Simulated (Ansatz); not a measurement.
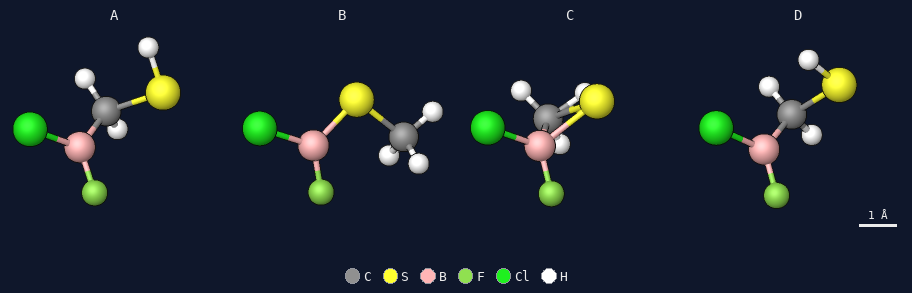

4 geometries from a converged minimum-energy path of CH3BClFS, shuffled. The picture is a ball-and-stick view, seen at a tilt.

Method: Ansatz, UKS BHLYP-D4/def2-SVP. Set-up: 7 movable images; climbing image; force threshold 0.03 eV/Å; iteration limit 60; starting path through a guess of the saddle point.

Which frame is the transition state?

Answer. C. In order along the path, whose images run from 0 to 8: B (image 0, 0.0 kcal/mol), C (image 4, +65.0 kcal/mol), A (image 7, +15.9 kcal/mol), D (image 8, +14.2 kcal/mol). Breaking: C–H (1.09 → 2.39 Å), B–S (1.78 → 2.70 Å). Forming: B–C (2.79 → 1.56 Å), H–S (2.37 → 1.34 Å).
